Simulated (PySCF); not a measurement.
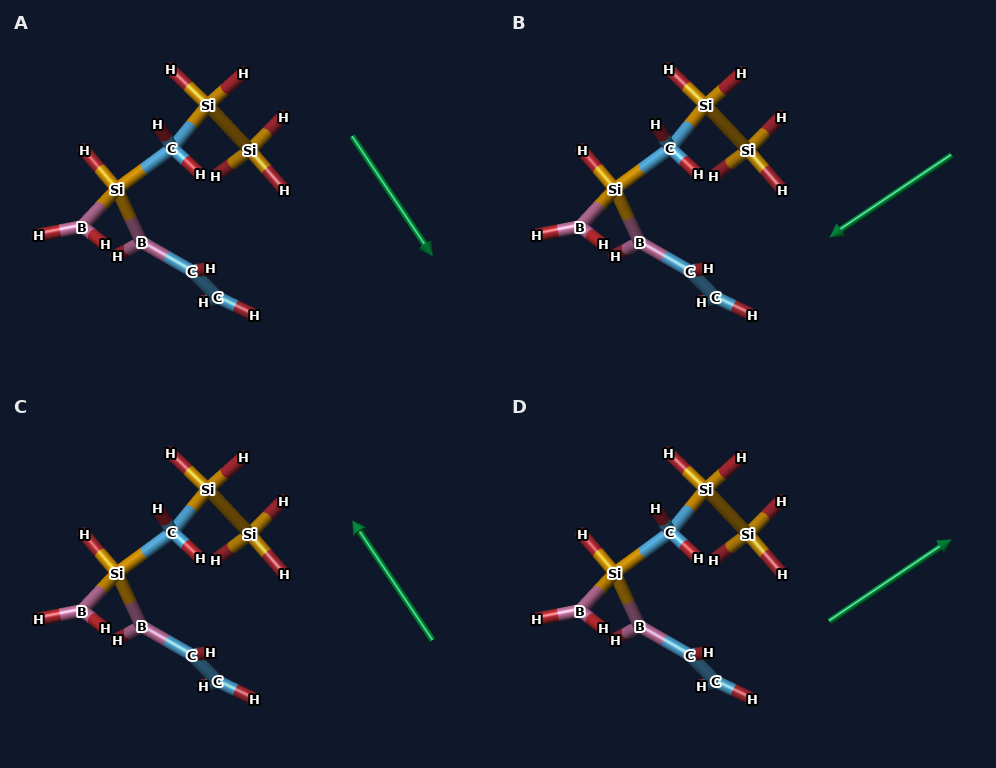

The same molecule four times, each with an arrow. The computed structure is the end point of a GFN2-xTB optimisation. No frequency run is at hand to confirm it as a minimum. Level of theory: PBE0/pcSseg-1, gas phase (PySCF 2.14.0).

Question: Which arrow points along the dipole moment, from the negative to the positive end?

Answer: A. The dipole moment is 1.60 D.

The geometry is semi-empirical. Around B, Si such bond lengths and angles can be off by a tenth of an ångström or more and by several degrees, and values that hang on the shape move with them.
